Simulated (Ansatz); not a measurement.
# Nudged elastic band, with input and output: GeH3F

The run: nudged elastic band of GeH3F. Method and program: RKS B3LYP-D4/def2-SVP (Ansatz 0.2.0).

It belongs to a series of runs on one base structure; here: band between the two ends. Figures and captions count atoms from 1; the log counts them from 0 in places.

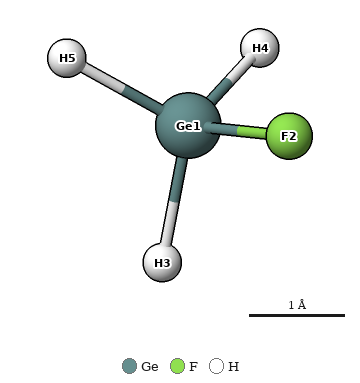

The structure as given in the input (ball-and-stick view, seen at a tilt; atoms are numbered from 1 in the order of the input). Sticks mark near contacts. Bond lengths as drawn: F–Ge 1.75 Å and Ge–H 1.54 Å.

## Input file
```yaml
crystal:
  periodic: [false, false, false]
  atoms:
    - { symbol: Ge, position_ang: [0.259641, 0.0, 0.1007] }
    - { symbol: F, position_ang: [0.33141, 0.0, 1.850435] }
    - { symbol: H, position_ang: [1.714855, 0.0, -0.400562] }
    - { symbol: H, position_ang: [-0.494953, 1.276896, -0.309737] }
    - { symbol: H, position_ang: [-0.494953, -1.276896, -0.309737] }
basis:
  gaussian: { orbitals: def2-SVP }
hamiltonian:
  xc: b3lyp
  dispersion: d4
neb:
  order_check: false
  images: 7
  f_tol: 0.05
  max_iterations: 60
  final_atoms:
    - { symbol: Ge, position_ang: [-0.02064532, 0.0, -0.79989486] }
    - { symbol: F, position_ang: [1.18980387, 0.0, 1.23267935] }
    - { symbol: H, position_ang: [2.06431639, 0.0, 0.91067074] }
    - { symbol: H, position_ang: [-0.95873747, 1.148257, -0.20617811] }
    - { symbol: H, position_ang: [-0.95873747, -1.148257, -0.20617811] }
  initial_path:
    images:
      - { positions_ang: [[0.259641, 0.0, 0.1007], [0.33141, 0.0, 1.850435], [1.714855, 0.0, -0.400562], [-0.494953, 1.276896, -0.309737], [-0.494953, -1.276896, -0.309737]] }
      - { positions_ang: [[0.19486972, 0.0, 0.07532914], [0.51702325, 0.0, 1.77348143], [1.7104881, 0.0, -0.19352821], [-0.55319054, 1.273872, -0.36209168], [-0.55319054, -1.273872, -0.36209168]] }
      - { positions_ang: [[0.13009845, 0.0, 0.04995829], [0.70263651, 0.0, 1.69652785], [1.7061212, 0.0, 0.01350559], [-0.61142808, 1.270848, -0.41444636], [-0.61142808, -1.270848, -0.41444636]] }
      - { positions_ang: [[0.06532717, 0.0, 0.02458743], [0.88824976, 0.0, 1.61957428], [1.7017543, 0.0, 0.22053938], [-0.66966562, 1.267824, -0.46680104], [-0.66966562, -1.267824, -0.46680104]] }
      - { positions_ang: [[0.0005559, 0.0, -0.00078342], [1.07386302, 0.0, 1.5426207], [1.6973874, 0.0, 0.42757317], [-0.72790315, 1.2648, -0.51915573], [-0.72790315, -1.2648, -0.51915573]] }
      - { positions_ang: [[-0.00474441, 0.0, -0.20056128], [1.10284823, 0.0, 1.46513536], [1.78911964, 0.0, 0.54834756], [-0.78561173, 1.23566425, -0.44091132], [-0.78561173, -1.23566425, -0.44091132]] }
      - { positions_ang: [[-0.01004471, 0.0, -0.40033914], [1.13183344, 0.0, 1.38765003], [1.88085189, 0.0, 0.66912195], [-0.84332031, 1.2065285, -0.36266692], [-0.84332031, -1.2065285, -0.36266692]] }
      - { positions_ang: [[-0.01534502, 0.0, -0.600117], [1.16081866, 0.0, 1.31016469], [1.97258414, 0.0, 0.78989634], [-0.90102889, 1.17739275, -0.28442252], [-0.90102889, -1.17739275, -0.28442252]] }
      - { positions_ang: [[-0.02064532, 0.0, -0.79989486], [1.18980387, 0.0, 1.23267935], [2.06431639, 0.0, 0.91067074], [-0.95873747, 1.148257, -0.20617811], [-0.95873747, -1.148257, -0.20617811]] }
```

Machine: 1 thread of AMD EPYC (Zen 3), 144 GiB of memory available, shared host.

Run as:
```bash
ansatz run input.yaml --threads 1 --pin off --max-ram 2048MiB --backend cpu --events-out ev --progress --plain --runs-dir out
```

## What the program printed
```
Engine: ansatz 0.2.0, x86_64-unknown-linux-gnu
Functional definition: B3LYP
  parameter a0 = 0.2
  parameter ax = 0.72
  parameter ac = 0.81
  exchange = (1 - a0 - ax)*slater_x + ax*b88_x + a0*exact_x
  correlation = (1 - ac)*vwn_rpa_c + ac*lyp_c
648 factors; integrals over basis functions are off by at most 3.3e-4 eV
mean field evaluation 1: about -59274.7145 eV, gradient 3.6e1 eV
mean field evaluation 2: about -59270.2662 eV, gradient 6.5e1 eV
mean field evaluation 4: about -59276.5298 eV, gradient 1.8e0 eV
mean field evaluation 8: about -59276.5354 eV, gradient 1.9e-2 eV
mean field -59276.53542469 eV, -2178.3724977785 hartree, gradient 1.3e-5 eV, S^2 0.000000; 0 other end points of the search recorded, 0 dependent functions left out
the calculation of the forces begins
reference -59276.53562139 eV, -2178.3725050072 hartree; 22, 22 occupied and 39, 39 virtual orbitals, 648 factors
650 factors; integrals over basis functions are off by at most 1.5e-3 eV
mean field evaluation 16: about -59273.2526 eV, gradient 2.8e1 eV
mean field -59274.63598417 eV, -2178.3026946269 hartree, gradient 3.6e-5 eV, S^2 0.000000; 0 other end points of the search recorded, 0 dependent functions left out
[... from here on the field's lines of each further geometry are left out, up to the last ...]
NEB iter   1: max|band force component| = 3.823e0 eV/Å  barrier→ = 3.7244 eV  barrier← = 1.8302 eV  Δτ_max = 0.1984 Å  (224 SCF iters)
NEB iter   2: max|band force component| = 1.765e0 eV/Å  barrier→ = 2.7103 eV  barrier← = 0.8161 eV  Δτ_max = 0.1275 Å  (195 SCF iters)
NEB iter   3: max|band force component| = 7.442e-1 eV/Å  barrier→ = 2.5908 eV  barrier← = 0.6966 eV  Δτ_max = 0.0440 Å  (181 SCF iters)
NEB iter   4: max|band force component| = 1.015e0 eV/Å  barrier→ = 2.5532 eV  barrier← = 0.6590 eV  CI = image 5  Δτ_max = 0.1090 Å  (172 SCF iters)
NEB iter   5: max|band force component| = 5.687e-1 eV/Å  barrier→ = 2.6509 eV  barrier← = 0.7567 eV  CI = image 5  Δτ_max = 0.0374 Å  (184 SCF iters)
NEB iter   6: max|band force component| = 6.826e-2 eV/Å  barrier→ = 2.6447 eV  barrier← = 0.7506 eV  CI = image 5  Δτ_max = 0.0057 Å  (173 SCF iters)
the calculation of the forces begins
reference -59274.58572167 eV, -2178.3008475142 hartree; 22, 22 occupied and 39, 39 virtual orbitals, 650 factors
649 factors; integrals over basis functions are off by at most 1.2e-3 eV
mean field evaluation 512: about -59273.8938 eV, gradient 1.6e-2 eV
mean field -59273.89378484 eV, -2178.2754193045 hartree, gradient 2.2e-5 eV, S^2 0.000000; 1 other end points of the search recorded, 0 dependent functions left out
the calculation of the forces begins
reference -59273.89398211 eV, -2178.2754265543 hartree; 22, 22 occupied and 39, 39 virtual orbitals, 649 factors
NEB iter   7: max|band force component| = 1.133e-2 eV/Å  barrier→ = 2.6444 eV  barrier← = 0.7503 eV  CI = image 5  Δτ_max = 0.0000 Å  (329 SCF iters)
```

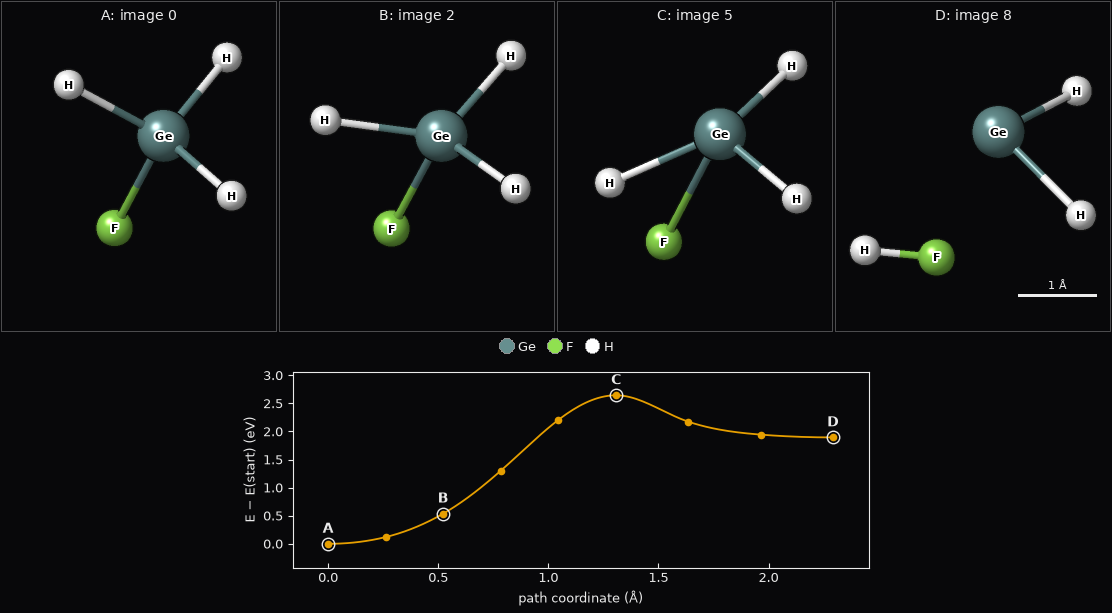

Images of the last band (counted from 0; ball-and-stick, seen at a tilt) above the energy along the path; the line is a cubic interpolation that uses the forces. The highest image is number 5, 2.644 eV above the start and 0.750 eV above the end (the climbing image); the end lies 1.894 eV above the start. The path is 2.29 Å long. The band converged in 7 iterations.

```
Total energy: -59273.97057267 eV, -2178.2782412052 hartree
Atom 0 at     0.198831     0.000000    -0.354615 Å, force    -0.006959    -0.000000    -0.007598 eV/Å
Atom 1 at     0.994051    -0.000000     1.524237 Å, force     0.007279    -0.000000     0.009280 eV/Å
Atom 2 at     1.644735     0.000000     0.428449 Å, force    -0.007600     0.000000    -0.000462 eV/Å
Atom 3 at    -0.760808     1.227752    -0.333486 Å, force     0.003640    -0.003553    -0.000610 eV/Å
Atom 4 at    -0.760808    -1.227752    -0.333486 Å, force     0.003640     0.003553    -0.000610 eV/Å
Dipole moment:    -0.054548     0.000000    -0.349323 e Å
this run last wrote the band of iteration 7 to [file]
```

## The last band as extended XYZ (Å, eV, eV/Å)
```
5
Properties=species:S:1:pos:R:3:forces:R:3 image=0 energy=-59276.61482
Ge    0.2596    0.0000    0.1007    0.0035   0.0000   0.0109
F     0.3314    0.0000    1.8504   -0.0004   0.0000  -0.0135
H     1.7149    0.0000   -0.4006   -0.0019   0.0000   0.0017
H    -0.4950    1.2769   -0.3097   -0.0006   0.0008   0.0004
H    -0.4950   -1.2769   -0.3097   -0.0006  -0.0008   0.0004
5
Properties=species:S:1:pos:R:3:forces:R:3 image=1 energy=-59276.49448
Ge    0.2505    0.0000    0.0680    0.0534   0.0000   0.2386
F     0.4666    0.0000    1.8045   -0.5007   0.0000   0.2800
H     1.7512    0.0000   -0.2393   -0.0327   0.0000  -0.6659
H    -0.5761    1.2388   -0.3511    0.2400   0.0381   0.0737
H    -0.5761   -1.2388   -0.3511    0.2400  -0.0381   0.0737
5
Properties=species:S:1:pos:R:3:forces:R:3 image=2 energy=-59276.07692
Ge    0.2368    0.0000    0.0044    0.0695   0.0000   0.8479
F     0.5957    0.0000    1.7307   -1.0901   0.0000   0.6533
H     1.7605    0.0000   -0.0576    0.2047   0.0000  -1.5636
H    -0.6385    1.2287   -0.3732    0.4079   0.0002   0.0312
H    -0.6385   -1.2287   -0.3732    0.4079  -0.0002   0.0312
5
Properties=species:S:1:pos:R:3:forces:R:3 image=3 energy=-59275.31206
Ge    0.2291    0.0000   -0.0932    0.0579   0.0000   1.6929
F     0.7189    0.0000    1.6560   -1.6068   0.0000   0.7705
H     1.7371    0.0000    0.1248    0.6389   0.0000  -2.2955
H    -0.6846    1.2286   -0.3783    0.4550  -0.0045  -0.0840
H    -0.6846   -1.2286   -0.3783    0.4550   0.0045  -0.0840
5
Properties=species:S:1:pos:R:3:forces:R:3 image=4 energy=-59274.40681
Ge    0.2234    0.0000   -0.2204    0.1160   0.0000   1.5548
F     0.8425    0.0000    1.5970   -1.3482   0.0000   0.6310
H     1.6897    0.0000    0.2939    0.5959   0.0000  -1.9470
H    -0.7198    1.2290   -0.3697    0.3182   0.0137  -0.1194
H    -0.7198   -1.2290   -0.3697    0.3182  -0.0137  -0.1194
5
Properties=species:S:1:pos:R:3:forces:R:3 image=5 energy=-59273.97037
Ge    0.1988    0.0000   -0.3546   -0.0070   0.0000  -0.0076
F     0.9941    0.0000    1.5242    0.0073   0.0000   0.0093
H     1.6447    0.0000    0.4284   -0.0076   0.0000  -0.0005
H    -0.7608    1.2278   -0.3335    0.0036  -0.0036  -0.0006
H    -0.7608   -1.2278   -0.3335    0.0036   0.0036  -0.0006
5
Properties=species:S:1:pos:R:3:forces:R:3 image=6 energy=-59274.44151
Ge    0.1448    0.0000   -0.5443   -0.1709   0.0000  -0.8381
F     1.1413    0.0000    1.4377    0.4805   0.0000  -0.2792
H     1.6800    0.0000    0.6042    0.1258   0.0000   0.9362
H    -0.8251    1.2118   -0.2832   -0.2177  -0.0712   0.0906
H    -0.8251   -1.2118   -0.2832   -0.2177   0.0712   0.0906
5
Properties=species:S:1:pos:R:3:forces:R:3 image=7 energy=-59274.67089
Ge    0.0707    0.0000   -0.6944   -0.0537   0.0000  -0.1471
F     1.1806    0.0000    1.3703    0.0091   0.0000  -0.0453
H     1.8787    0.0000    0.7418    0.1840   0.0000   0.1646
H    -0.9070    1.1705   -0.2433   -0.0697  -0.0394   0.0139
H    -0.9070   -1.1705   -0.2433   -0.0697   0.0394   0.0139
5
Properties=species:S:1:pos:R:3:forces:R:3 image=8 energy=-59274.72066
Ge   -0.0206    0.0000   -0.7999    0.0105   0.0000  -0.0074
F     1.1898    0.0000    1.2327   -0.0140   0.0000   0.0032
H     2.0643    0.0000    0.9107    0.0121   0.0000  -0.0042
H    -0.9587    1.1483   -0.2062   -0.0043   0.0071   0.0042
H    -0.9587   -1.1483   -0.2062   -0.0043  -0.0071   0.0042
```

## Results in brief

```tsv
quantity	value
outcome	converged
barrier, forward	2.644 eV
barrier, backward	0.750 eV
wall time	89 s
peak memory	0.13 GiB
```

## Remarks

The order of the saddle point was not checked.
